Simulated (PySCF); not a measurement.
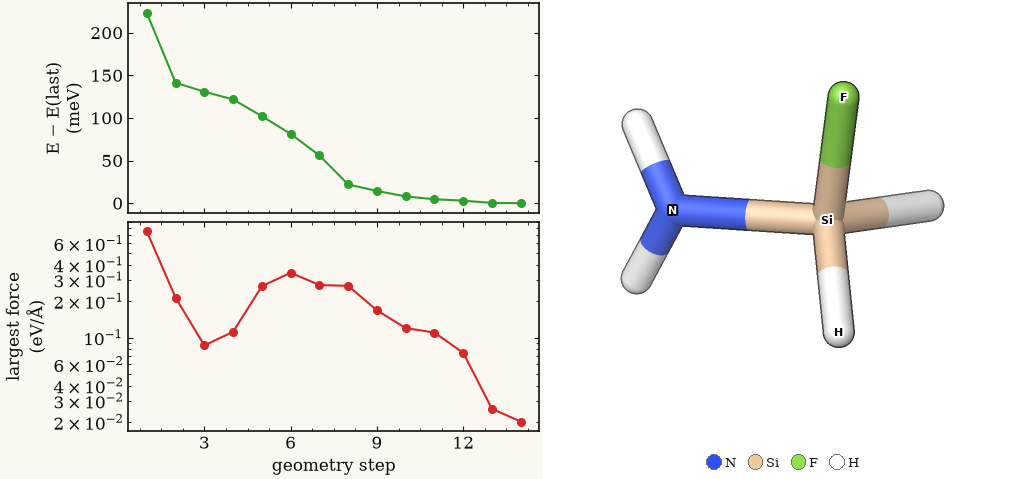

Beside the plot: the molecule at the start.

History of a geometry optimisation.

The run: FH₄NSi (SMILES N[SiH2]F), by PySCF, PBE0-D3(BJ)/def2-SVP, geometry optimisation.

### How did the optimisation end?

The optimisation met its thresholds at geometry 14, counting the start as the first. The energy fell by about 220 meV from the first step to the last. The largest force goes from about 0.75 eV/Å at the start to 0.02 eV/Å at the end.
